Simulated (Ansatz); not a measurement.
C4H3F

```xyz
8

C    -0.0321    1.6552    1.4324
C    -0.0823    0.8804    0.5075
C    -0.1535   -0.0159   -0.5984
C     0.3232   -1.2608   -0.5827
F     0.9148   -1.7858    0.4781
H     0.0157    2.3390    2.2590
H    -0.6255    0.3279   -1.5222
H     0.2689   -1.9491   -1.4300
```

The calculation used RKS CAM-B3LYP-D4/def2-SVP in Ansatz 0.2.0.

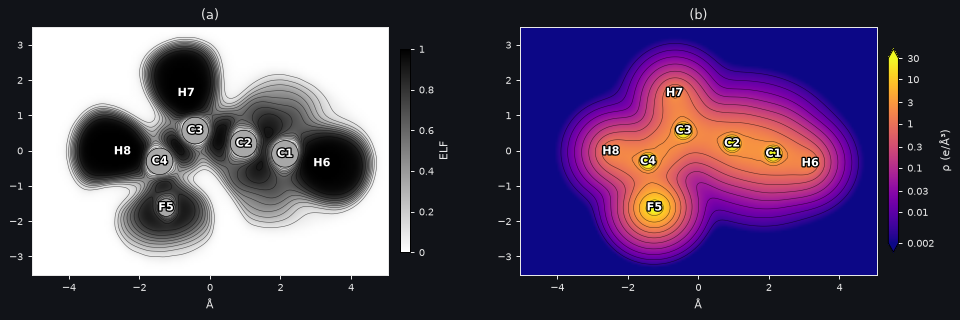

Figure 1. (a) ELF; (b) electron density on the molecular plane. Grey discs cover the atomic cores in the ELF map.

> Interpret the plot.

Atoms in the plane: C, F and H. C–C (1.21 Å): the density is about 2.7 e/Å³ at the midpoint; the ELF peaks at about 0.85 between the atoms (a short, multiple covalent bond). C–F (1.32 Å): ρ at the midpoint is about 2.4 e/Å³; the ELF peaks at about 0.85 between the atoms: a shared but strongly polarised pair. C–H (1.07 Å): ρ at the midpoint is about 2 e/Å³; the ELF climbs to about 1 towards the hydrogen, as it does in any bond to H: a covalent bond by its length. C–C (1.33 Å): ρ at the midpoint is about 2.3 e/Å³; the ELF peaks at about 0.95 between the atoms; a multiple bond. The ELF also peaks beside F5, away from the bonds: lone-pair regions.

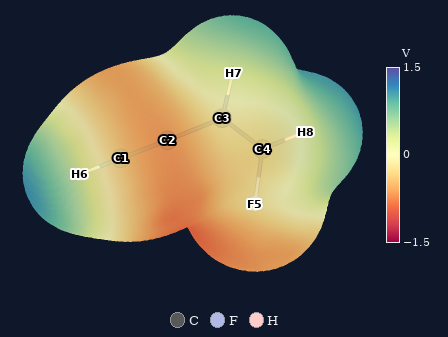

Figure 2. The molecular electrostatic potential painted on the density surface at 0.001 e/bohr³, seen at a tilt; red is negative and blue positive.

> Where is the surface potential most negative and most positive?

The most negative region (about −0.9 V, or −21 kcal/mol for a unit charge) lies over C1, C2 and F5, the most positive (about +1.1 V, or +25 kcal/mol for a unit charge) over H6 and H8.

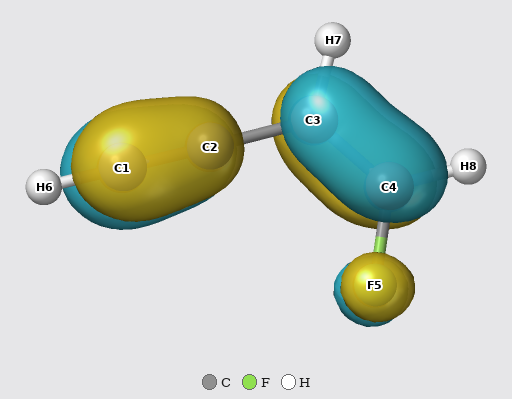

Figure 3. The HOMO at ±0.15 Å⁻³ᐟ² (yellow and cyan are the two phases), seen across its widest extent.

> Describe this orbital and give its energy.

By Hirshfeld shares it lies mainly on C1 (about 30 %), C4 (about 20 %), C3 (about 20 %), C2 (about 15 %) and F5 (about 10 %); it changes sign across the molecular plane (π type); π-bonding across C1–C2 and C3–C4; π-antibonding (a node) across C2–C3 and C4–F5. Its energy is −8.24 eV.
